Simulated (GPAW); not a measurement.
Computed Se K edges (GPAW, LDA, excited-electron core hole (neutral cell), supercells with 7.0 to 7.1 Å between holes, Gaussian full width 2.33 eV up to 4 eV, rising linearly to 3.5 eV at 25 eV) of these absorbers are given in random order:
A. TiSe (Pnma): 1 Ti at 2.52 Å, 2 Ti at 2.56 Å, 2 Ti at 2.70 Å and 1 Ti at 2.78 Å (distorted trigonal prismatic, site symmetry m)
B. TiSe (P6_3/mmc): 6 Ti at 2.58 Å (trigonal prismatic, site symmetry -6m2)

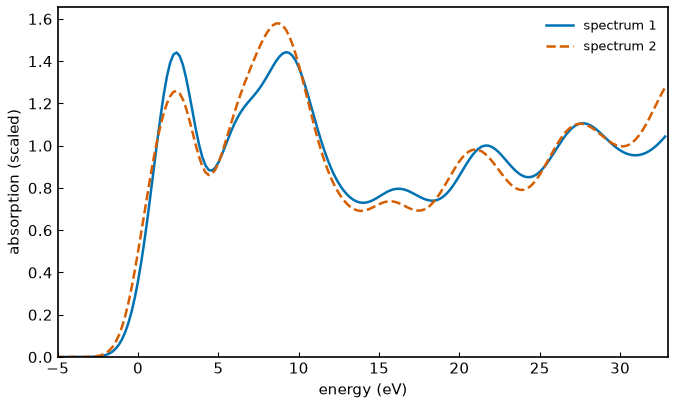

Energy from each zero; mean of 1 over the first 20 eV.

Question: Which spectrum belongs to which crystal?

Spectrum 1 is A (maxima 2.4 eV (1.44) and 9.2 eV (1.44) above its zero). Spectrum 2 is B (maxima 2.4 eV (1.26) and 8.6 eV (1.58) above its zero). After the best relative shift (up to 4 eV allowed) the shapes differ by 7 % r.m.s. (of the curve's own r.m.s. level). Between 0 and 30 eV on the axis shown, they part most near 8.0 eV, where TiSe (P6_3/mmc) is higher by 0.2. On this measure the closest forms look alike, so telling them apart would rest on single features. How much of a difference is left by the finite cells wasn't tested for these crystals.

The script folds with a Gaussian, whereas the core hole's own line is a Lorentzian, so the onset is too steep and the first peak too high. Lifetime broadening is put in by hand, and intensities beyond about 20 eV depend on it. Meshes are coarse enough for small ripples in TiSe (Pnma) and TiSe (P6_3/mmc). The structures are entries of the Crystallography Open Database, used as given.

[Hosts, paths, dates, database ids (printed as entryN), source tags and the programs' standing remarks are cut or masked in the printed files.]
